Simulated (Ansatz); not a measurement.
# CH7FO3Si: geometry relaxation (part 1 of 2)

System: CH7FO3Si.
Method: RKS LDA/def2-SVP (Ansatz 0.2.0).

The input holds or restrains some coordinates. Forces given for the steps count only the free coordinates. It belongs to a series of runs on one base structure; here: pulled along the bonds that form and break, towards end A. Figures and captions count atoms from 1; the log counts them from 0 in places.

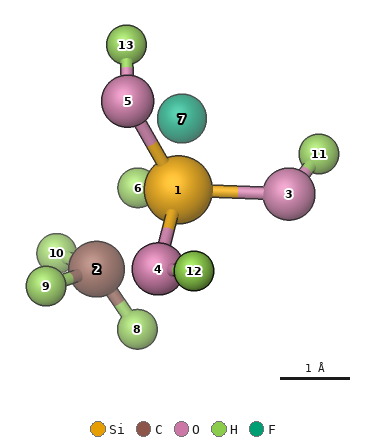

Fig. 1: The input geometry (ball-and-stick view, seen at a tilt; atoms are numbered from 1 in the order of the input). Bond lengths as drawn: C–H 1.08 to 1.09 Å, H–O 0.95 Å and O–Si 1.62 to 1.63 Å.

### Input file
```yaml
crystal:
  periodic: [false, false, false]
  atoms:
    - { symbol: Si, position_ang: [-0.1591, 0.277, -0.541] }
    - { symbol: C, position_ang: [0.6212, -1.036, 1.0068] }
    - { symbol: O, position_ang: [-1.7548, 0.254, -0.8424] }
    - { symbol: O, position_ang: [0.4066, -0.7871, -1.6381] }
    - { symbol: O, position_ang: [0.7297, 1.6, -0.8348] }
    - { symbol: H, position_ang: [-0.0579, 0.1319, 1.3488] }
    - { symbol: F, position_ang: [-0.6519, 1.1685, 1.1885] }
    - { symbol: H, position_ang: [-0.0148, -1.9102, 0.9656] }
    - { symbol: H, position_ang: [1.5281, -1.2397, 0.4516] }
    - { symbol: H, position_ang: [0.9501, -0.902, 2.0419] }
    - { symbol: H, position_ang: [-2.3335, 0.7983, -0.3133] }
    - { symbol: H, position_ang: [0.1099, -0.732, -2.5414] }
    - { symbol: H, position_ang: [0.6265, 2.3774, -0.2922] }
basis:
  gaussian: { orbitals: def2-SVP }
hamiltonian:
  xc: lda
relax:
  f_tol: 0.15
  max_steps: 25
  restrain:
    - { distance: [0, 6], at: 2.98, k: 30.0 }
    - { distance: [5, 1], at: 2.37, k: 30.0 }
    - { distance: [0, 1], at: 1.87, k: 30.0 }
    - { distance: [5, 6], at: 0.88, k: 30.0 }
output:
  orbitals: {}
```

Command:
```bash
ansatz run input.yaml --threads 4 --pin off --max-ram 5120MiB --backend cpu --events-out ev --progress --plain --runs-dir out
```

### The program's output
```
The last accepted step is kept in [file] (removed where the run ends without a failure and the disk answers)
Engine: ansatz 0.2.0, aarch64-unknown-linux-gnu
Functional definition: SPW92
  exchange = slater_x
  correlation = pw_c
1337 factors; their error is unknown
mean field evaluation 1: about -17757.0152 eV, gradient 1.0e2 eV
mean field evaluation 2: about -17717.7002 eV, gradient 1.7e2 eV
mean field evaluation 4: about -17776.0421 eV, gradient 9.4e0 eV
mean field evaluation 8: about -17776.1878 eV, gradient 1.8e-1 eV
mean field evaluation 16: about -17776.1229 eV, gradient 5.5e-4 eV
mean field -17776.12294619 eV, -653.2604691838 hartree, gradient 5.5e-5 eV, S^2 0.000000; 0 other end points of the search recorded, 0 dependent functions left out
the calculation of the forces begins
reference -17776.12297861 eV, -653.2604703749 hartree; 30, 30 occupied and 93, 93 virtual orbitals, 1337 factors
relax step   1: F+E_penalty+E_count = -17776.12294619 eV  Δ(F+E_penalty+E_count) = +0.000e0 eV  max|allowed force component| = 1.403e0 eV/Å  E_restraint = 31.47532795 eV  max|allowed force component, restraints' pulls added| = 3.303e1 eV/Å  Δτ_max = 0.0000 Å  (29 SCF iters, accepted)
  distance Si 0 - F 6 = 2.0072 Å
  distance H 5 - C 1 = 1.3936 Å
  distance Si 0 - C 1 = 2.1745 Å
  distance H 5 - F 6 = 1.2054 Å
these checks for a lower state are left out or cut short: starts, cluster_reference, orbital_swaps, neighbouring_geometries, increment
1337 factors; their error is unknown
mean field -17776.06345460 eV, -653.2582829080 hartree, gradient 5.4e-6 eV, S^2 0.000000; 0 other end points of the search recorded, 0 dependent functions left out
[... from here on the field's lines of each further geometry are left out, up to the last ...]
relax step   2: F+E_penalty+E_count = -17776.06345460 eV  Δ(F+E_penalty+E_count) = +5.949e-2 eV  max|allowed force component| = 3.193e0 eV/Å  E_restraint = 16.73716181 eV  max|allowed force component, restraints' pulls added| = 2.340e1 eV/Å  Δτ_max = 0.1947 Å  (35 SCF iters, accepted)
relax step   3: F+E_penalty+E_count = -17775.78158990 eV  Δ(F+E_penalty+E_count) = +2.819e-1 eV  max|allowed force component| = 4.817e0 eV/Å  E_restraint = 7.06294521 eV  max|allowed force component, restraints' pulls added| = 1.210e1 eV/Å  Δτ_max = 0.1947 Å  (34 SCF iters, accepted)
relax step   4: F+E_penalty+E_count = -17775.89690575 eV  Δ(F+E_penalty+E_count) = -1.153e-1 eV  max|allowed force component| = 4.034e0 eV/Å  E_restraint = 1.69274832 eV  max|allowed force component, restraints' pulls added| = 5.799e0 eV/Å  Δτ_max = 0.1942 Å  (29 SCF iters, accepted)
relax step   5: F+E_penalty+E_count = -17776.50920743 eV  Δ(F+E_penalty+E_count) = -6.123e-1 eV  max|allowed force component| = 1.965e0 eV/Å  E_restraint = 0.06499334 eV  max|allowed force component, restraints' pulls added| = 1.466e0 eV/Å  Δτ_max = 0.1948 Å  (28 SCF iters, accepted)
relax step   6: F+E_penalty+E_count = -17776.85028999 eV  Δ(F+E_penalty+E_count) = -3.411e-1 eV  max|allowed force component| = 7.243e-1 eV/Å  E_restraint = 0.07753891 eV  max|allowed force component, restraints' pulls added| = 2.254e0 eV/Å  Δτ_max = 0.1907 Å  (34 SCF iters, accepted)
relax step   7: F+E_penalty+E_count = -17776.97044241 eV  Δ(F+E_penalty+E_count) = -1.202e-1 eV  max|allowed force component| = 1.306e0 eV/Å  E_restraint = 0.02472186 eV  max|allowed force component, restraints' pulls added| = 3.257e-1 eV/Å  Δτ_max = 0.1999 Å  (29 SCF iters, accepted)
relax step   8: F+E_penalty+E_count = -17777.00319314 eV  Δ(F+E_penalty+E_count) = -3.275e-2 eV  max|allowed force component| = 1.275e0 eV/Å  E_restraint = 0.02685806 eV  max|allowed force component, restraints' pulls added| = 3.486e-1 eV/Å  Δτ_max = 0.0783 Å  (29 SCF iters, accepted)
relax step   9: F+E_penalty+E_count = -17777.02959603 eV  Δ(F+E_penalty+E_count) = -2.640e-2 eV  max|allowed force component| = 4.647e-1 eV/Å  E_restraint = 0.05632776 eV  max|allowed force component, restraints' pulls added| = 1.324e0 eV/Å  Δτ_max = 0.1919 Å  (29 SCF iters, rejected (line search))
relax step  10: F+E_penalty+E_count = -17777.03394813 eV  Δ(F+E_penalty+E_count) = -3.075e-2 eV  max|allowed force component| = 9.875e-1 eV/Å  E_restraint = 0.03752238 eV  max|allowed force component, restraints' pulls added| = 4.323e-1 eV/Å  Δτ_max = 0.0928 Å  (29 SCF iters, accepted)
relax step  11: F+E_penalty+E_count = -17777.03316855 eV  Δ(F+E_penalty+E_count) = +7.796e-4 eV  max|allowed force component| = 1.234e0 eV/Å  E_restraint = 0.03162180 eV  max|allowed force component, restraints' pulls added| = 5.831e-2 eV/Å  Δτ_max = 0.1000 Å  (29 SCF iters, accepted)
relax step  12: F+E_penalty+E_count = -17777.04918032 eV  Δ(F+E_penalty+E_count) = -1.601e-2 eV  max|allowed force component| = 3.482e-1 eV/Å  E_restraint = 0.05956181 eV  max|allowed force component, restraints' pulls added| = 1.529e0 eV/Å  Δτ_max = 0.1482 Å  (30 SCF iters, rejected (line search))
relax step  13: F+E_penalty+E_count = -17777.04058437 eV  Δ(F+E_penalty+E_count) = -7.416e-3 eV  max|allowed force component| = 1.037e0 eV/Å  E_restraint = 0.03718946 eV  max|allowed force component, restraints' pulls added| = 4.201e-1 eV/Å  Δτ_max = 0.0723 Å  (29 SCF iters, accepted)
relax step  14: F+E_penalty+E_count = -17777.04464994 eV  Δ(F+E_penalty+E_count) = -4.066e-3 eV  max|allowed force component| = 1.071e0 eV/Å  E_restraint = 0.03657570 eV  max|allowed force component, restraints' pulls added| = 3.727e-1 eV/Å  Δτ_max = 0.0750 Å  (29 SCF iters, accepted)
relax step  15: F+E_penalty+E_count = -17777.06310206 eV  Δ(F+E_penalty+E_count) = -1.845e-2 eV  max|allowed force component| = 7.044e-1 eV/Å  E_restraint = 0.04800806 eV  max|allowed force component, restraints' pulls added| = 9.554e-1 eV/Å  Δτ_max = 0.1106 Å  (30 SCF iters, accepted)
relax step  16: F+E_penalty+E_count = -17777.12803855 eV  Δ(F+E_penalty+E_count) = -6.494e-2 eV  max|allowed force component| = 1.054e0 eV/Å  E_restraint = 0.04457366 eV  max|allowed force component, restraints' pulls added| = 3.763e-1 eV/Å  Δτ_max = 0.1688 Å  (35 SCF iters, accepted)
relax step  17: F+E_penalty+E_count = -17777.25332342 eV  Δ(F+E_penalty+E_count) = -1.253e-1 eV  max|allowed force component| = 1.247e0 eV/Å  E_restraint = 0.24398725 eV  max|allowed force component, restraints' pulls added| = 4.106e0 eV/Å  Δτ_max = 0.1952 Å  (35 SCF iters, rejected (line search))
relax step  18: F+E_penalty+E_count = -17777.20025455 eV  Δ(F+E_penalty+E_count) = -7.222e-2 eV  max|allowed force component| = 8.382e-1 eV/Å  E_restraint = 0.06024275 eV  max|allowed force component, restraints' pulls added| = 6.404e-1 eV/Å  Δτ_max = 0.0976 Å  (30 SCF iters, accepted)
relax step  19: F+E_penalty+E_count = -17777.28439624 eV  Δ(F+E_penalty+E_count) = -8.414e-2 eV  max|allowed force component| = 8.133e-1 eV/Å  E_restraint = 0.07964511 eV  max|allowed force component, restraints' pulls added| = 7.810e-1 eV/Å  Δτ_max = 0.1000 Å  (28 SCF iters, accepted)
relax step  20: F+E_penalty+E_count = -17777.34627642 eV  Δ(F+E_penalty+E_count) = -6.188e-2 eV  max|allowed force component| = 7.570e-1 eV/Å  E_restraint = 0.11987047 eV  max|allowed force component, restraints' pulls added| = 1.253e0 eV/Å  Δτ_max = 0.1463 Å  (30 SCF iters, accepted)
relax step  21: F+E_penalty+E_count = -17777.32774929 eV  Δ(F+E_penalty+E_count) = +1.853e-2 eV  max|allowed force component| = 1.242e0 eV/Å  E_restraint = 0.06109405 eV  max|allowed force component, restraints' pulls added| = 3.821e-1 eV/Å  Δτ_max = 0.2000 Å  (29 SCF iters, accepted)
relax step  22: F+E_penalty+E_count = -17777.31554035 eV  Δ(F+E_penalty+E_count) = +1.221e-2 eV  max|allowed force component| = 1.266e0 eV/Å  E_restraint = 0.06799772 eV  max|allowed force component, restraints' pulls added| = 8.223e-1 eV/Å  Δτ_max = 0.1999 Å  (35 SCF iters, rejected (line search))
the calculation of the forces begins
reference -17777.35028223 eV, -653.3055729511 hartree; 30, 30 occupied and 93, 93 virtual orbitals, 1337 factors
relax step  23: F+E_penalty+E_count = -17777.35025042 eV  Δ(F+E_penalty+E_count) = -2.250e-2 eV  max|allowed force component| = 1.214e0 eV/Å  E_restraint = 0.06527089 eV  max|allowed force component, restraints' pulls added| = 9.924e-2 eV/Å  Δτ_max = 0.1000 Å  (30 SCF iters, accepted)
  distance Si 0 - F 6 = 2.9667 Å
  distance H 5 - C 1 = 2.3946 Å
  distance Si 0 - C 1 = 1.8554 Å
  distance H 5 - F 6 = 0.9379 Å
1337 factors; their error is unknown
mean field evaluation 192: about -17777.3502 eV, gradient 3.5e-2 eV
```

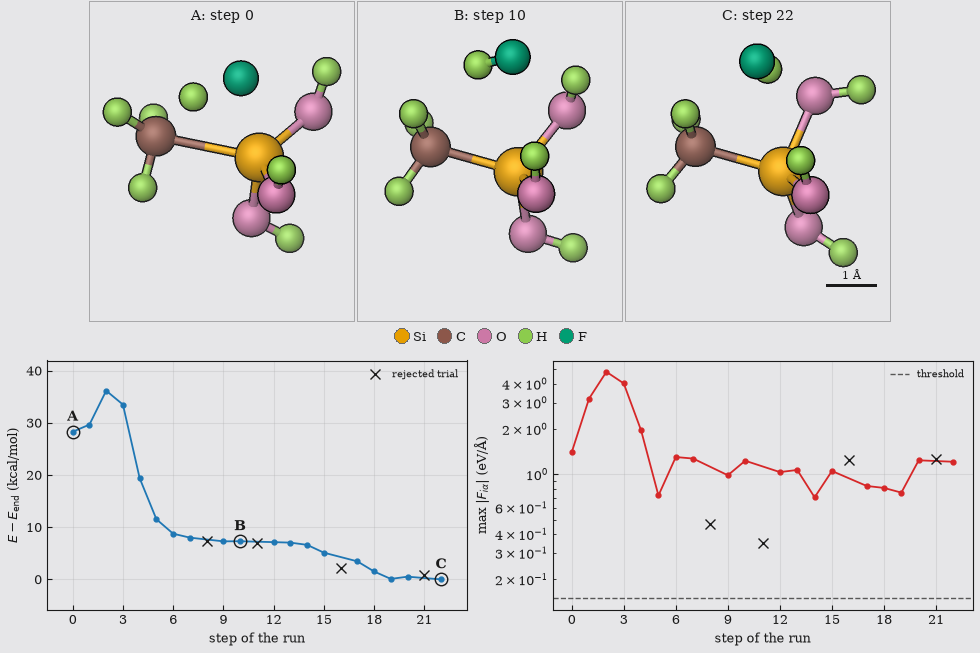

Fig. 2: Frames of the restrained relaxation (ball-and-stick view, seen at a tilt) above the curves, on which the letters mark them (the first geometry is step 0 here and step 1 in the log).

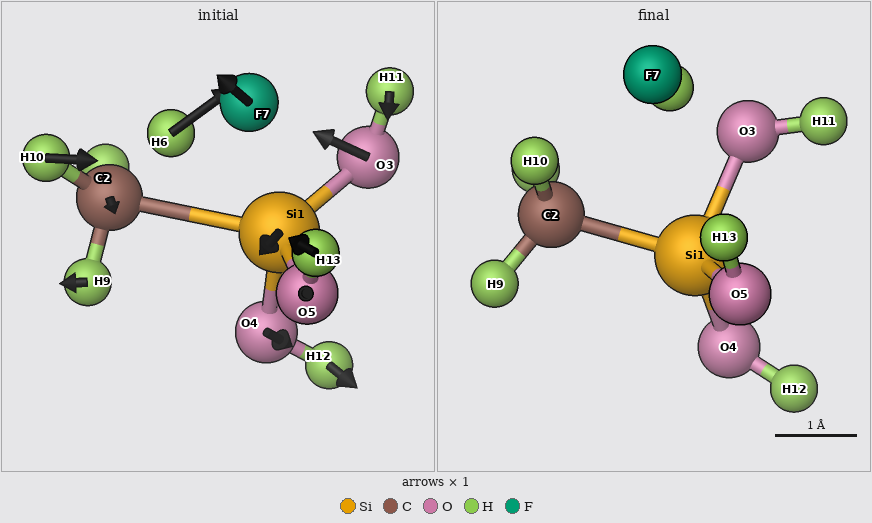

Fig. 3: Before (left) and after (right) the restrained relaxation, at one scale (ball-and-stick view, seen at a tilt). The black arrows give the displacements, at true length. Over 22 geometry steps the energy falls by 28.3 kcal/mol. Largest force component: 1.4 eV/Å at the start, 1.2 eV/Å at the end. The line search rejected the trial steps at points 8, 11, 16, 21 (counted from 0) and went back. H6 moves most after the best rigid fit: 0.98 Å. By element the largest moves are H 0.98 Å, O 0.79 Å, F 0.69 Å, Si 0.48 Å, C 0.23 Å. Among the contacts that change: Si1–C2 2.175 → 1.855 Å, H6–F7 1.205 → 0.938 Å, Si1–O3 1.624 → 1.695 Å, Si1–O5 1.621 → 1.656 Å. New bonds form: H6–F7 (1.21 → 0.94 Å). Among the angles that change: Si1–C2–H10 135.0° → 108.3°, C2–Si1–O4 87.7° → 114.2°, C2–Si1–O3 118.4° → 96.8°. (Atoms are counted from 1 in the order of the input.)

```
mean field -17777.35025042 eV, -653.3055717821 hartree, gradient 9.7e-6 eV, S^2 0.000000; 1 other end points of the search recorded, 0 dependent functions left out
the calculation of the forces begins
reference -17777.35028223 eV, -653.3055729511 hartree; 30, 30 occupied and 93, 93 virtual orbitals, 1337 factors
Total energy: -17777.35028223 eV, -653.3055729511 hartree
Atom 0 at     0.074118    -0.119191    -0.673802 Å, force     0.172977    -0.118264     0.603796 eV/Å
Atom 1 at     0.709224    -1.055516     0.796757 Å, force     0.301568    -0.292506    -0.534002 eV/Å
Atom 2 at    -1.513600     0.079776    -0.114677 Å, force    -0.021627     0.082239    -0.035899 eV/Å
Atom 3 at     0.207709    -0.927932    -2.093915 Å, force    -0.049137     0.036767     0.018797 eV/Å
Atom 4 at     0.684547     1.406707    -0.879962 Å, force    -0.038745    -0.065420    -0.007695 eV/Å
Atom 5 at    -0.854173     0.688961     1.293296 Å, force    -1.214236    -0.765225    -0.872251 eV/Å
Atom 6 at    -0.488631     1.362669     1.833882 Å, force     0.789092     1.117891     0.745244 eV/Å
Atom 7 at     0.046091    -1.922449     1.003128 Å, force    -0.011425     0.017292    -0.009964 eV/Å
Atom 8 at     1.742234    -1.437389     0.663666 Å, force     0.007016     0.004051    -0.016789 eV/Å
Atom 9 at     0.691679    -0.378233     1.673825 Å, force    -0.012432     0.031851    -0.004254 eV/Å
Atom 10 at    -2.041190     0.784636    -0.542760 Å, force     0.033773    -0.085192     0.037898 eV/Å
Atom 11 at     0.185790    -0.396718    -2.910464 Å, force     0.025790    -0.004418     0.036752 eV/Å
Atom 12 at     0.556302     1.914778    -0.048975 Å, force     0.017386     0.040933     0.038366 eV/Å
Dipole moment:    -0.196350     0.110592    -0.353701 e Å
```

### Trajectory as extended XYZ (Å, eV, eV/Å), 23 frames, from step=1 to step=23
```
13
Properties=species:S:1:pos:R:3:forces:R:3 step=1 energy=-17776.12295
Si   -0.1591    0.2770   -0.5410    0.3187  -0.4213   1.4002
C     0.6212   -1.0360    1.0068   -0.9529   1.4031  -0.5422
O    -1.7548    0.2540   -0.8424   -0.3232  -0.7478  -0.8993
O     0.4066   -0.7871   -1.6381    0.7454  -0.7410   0.6213
O     0.7297    1.6000   -0.8348    0.8092  -0.1316  -0.9607
H    -0.0579    0.1319    1.3488    0.0879   0.0896  -0.4443
F    -0.6519    1.1685    1.1885    0.1600  -0.3488   0.2192
H    -0.0148   -1.9102    0.9656   -0.5821  -0.7066  -0.0652
H     1.5281   -1.2397    0.4516    0.7209   0.0300  -0.5940
H     0.9501   -0.9020    2.0419    0.1453   0.1565   0.7164
H    -2.3335    0.7983   -0.3133   -0.4080   0.5919   0.7070
H     0.1099   -0.7320   -2.5414   -0.4448   0.1678  -0.9173
H     0.6265    2.3774   -0.2922   -0.2763   0.6582   0.7589
13
Properties=species:S:1:pos:R:3:forces:R:3 step=2 energy=-17776.06345
Si   -0.1151    0.2018   -0.5851   -0.2719   0.6391   2.5265
C     0.6547   -1.0963    0.9371   -2.1537   3.1935   1.4349
O    -1.7452    0.2415   -0.8487    0.1390  -0.2415  -0.1392
O     0.4263   -0.8185   -1.6618    1.1532  -1.7027  -0.9245
O     0.7362    1.5866   -0.8420    0.1727  -0.1633  -0.1987
H    -0.1526    0.2978    1.3867   -0.3789   0.8959   0.0635
F    -0.6858    1.2299    1.3464    0.6195  -1.1454   0.1717
H    -0.0206   -1.9275    0.9589   -0.6301  -1.1759  -0.2839
H     1.5532   -1.2498    0.4326    2.1288  -0.6839  -1.3441
H     0.9471   -0.9038    2.0262   -0.3392   0.2002  -0.7802
H    -2.3267    0.7993   -0.3089    0.1743   0.1560   0.2652
H     0.1070   -0.7334   -2.5541   -0.3695   0.0720  -1.0984
H     0.6217    2.3726   -0.2874   -0.2442  -0.0440   0.3073
13
Properties=species:S:1:pos:R:3:forces:R:3 step=3 energy=-17775.78159
Si   -0.0625    0.1116   -0.6302   -1.7102   3.3262   4.8172
C     0.6752   -1.1383    0.8691   -2.7892   3.8524   2.6987
O    -1.7333    0.2366   -0.8477    0.8809  -0.2973   0.0881
O     0.4469   -0.8528   -1.6933    1.8810  -3.2049  -3.0092
O     0.7348    1.5758   -0.8421   -0.1761  -0.7636   0.0348
H    -0.2435    0.4585    1.4485    0.7136  -1.0777   0.2458
F    -0.7139    1.2802    1.4861   -0.5700   0.9438   0.1075
H    -0.0275   -1.9430    0.9535   -0.4718  -1.3191  -0.4344
H     1.5854   -1.2628    0.4126    2.8493  -1.1078  -1.5699
H     0.9384   -0.9004    2.0039   -0.5345   0.1415  -1.7967
H    -2.3200    0.8003   -0.3061    0.5439  -0.0459   0.0742
H     0.1030   -0.7334   -2.5701   -0.3438  -0.0038  -1.3693
H     0.6170    2.3679   -0.2841   -0.2731  -0.4437   0.1132
13
Properties=species:S:1:pos:R:3:forces:R:3 step=4 energy=-17775.89691
Si   -0.0146    0.0331   -0.6342   -2.0285   3.7394   4.0343
C     0.6762   -1.1527    0.8032   -1.6141   3.0813   2.6001
O    -1.7025    0.2289   -0.8386    1.1796  -0.4991   0.2169
O     0.4760   -0.9057   -1.7498    1.4435  -2.5107  -2.6752
O     0.7263    1.5503   -0.8345   -0.1590  -1.1269   0.1652
H    -0.3253    0.6065    1.5417    1.6607  -2.7863  -0.0876
F    -0.7722    1.3824    1.6406   -1.4951   2.5706   0.1947
H    -0.0333   -1.9678    0.9403   -0.0136  -0.9190  -0.5773
H     1.6410   -1.2901    0.3835    1.4329  -1.0376  -0.7951
H     0.9206   -0.8934    1.9474   -0.5364   0.1944  -1.9567
H    -2.2999    0.7965   -0.3068    0.7176  -0.1354   0.0106
H     0.0985   -0.7388   -2.6093   -0.3037   0.0401  -1.1849
H     0.6093    2.3510   -0.2836   -0.2837  -0.6106   0.0549
13
Properties=species:S:1:pos:R:3:forces:R:3 step=5 energy=-17776.50921
Si    0.0144   -0.0143   -0.6156   -1.1409   1.9646   1.0139
C     0.6670   -1.1296    0.7612   -0.4475   1.3243   1.6865
O    -1.6485    0.1916   -0.8108    0.6101  -0.4824   0.2280
O     0.4950   -0.9494   -1.8247    0.3741  -0.7516  -1.1033
O     0.7289    1.4926   -0.8098    0.1211  -0.6816   0.1750
H    -0.3861    0.7320    1.6777    1.1586  -1.9350  -0.0292
F    -0.8483    1.5124    1.7499   -0.9948   1.6859  -0.0866
H    -0.0173   -1.9923    0.8880    0.2630  -0.3028  -0.4591
H     1.6722   -1.3444    0.3675    0.1437  -0.5838  -0.2004
H     0.8806   -0.8343    1.8538   -0.3210   0.2510  -1.0098
H    -2.2328    0.7800   -0.2934    0.5574  -0.0652   0.0659
H     0.0869   -0.7364   -2.6760   -0.0775   0.0306  -0.3775
H     0.5880    2.2921   -0.2678   -0.2462  -0.4540   0.0967
13
Properties=species:S:1:pos:R:3:forces:R:3 step=6 energy=-17776.85029
Si    0.0265   -0.0369   -0.6584   -0.4281   0.7243   0.3850
C     0.6481   -1.0838    0.7578   -0.1334   0.3798   0.5069
O    -1.6158    0.1433   -0.7833   -0.1274  -0.3154   0.0097
O     0.4947   -0.9612   -1.9250    0.0115  -0.0791  -0.2537
O     0.7472    1.4449   -0.7918    0.3500  -0.0357  -0.0489
H    -0.3970    0.7476    1.8675   -0.0904   0.1480  -0.1502
F    -0.8571    1.5629    1.7031    0.2004  -0.3423  -0.1245
H     0.0004   -1.9848    0.8465    0.1593   0.0048  -0.0678
H     1.6574   -1.3806    0.3935   -0.0437  -0.1503   0.1466
H     0.7991   -0.6852    1.8075   -0.1023   0.0050  -0.5583
H    -2.1480    0.7470   -0.2328    0.4158   0.0012   0.0850
H     0.0754   -0.7220   -2.7707    0.0140   0.0062  -0.0359
H     0.5693    2.2090   -0.2138   -0.2256  -0.3466   0.1060
```
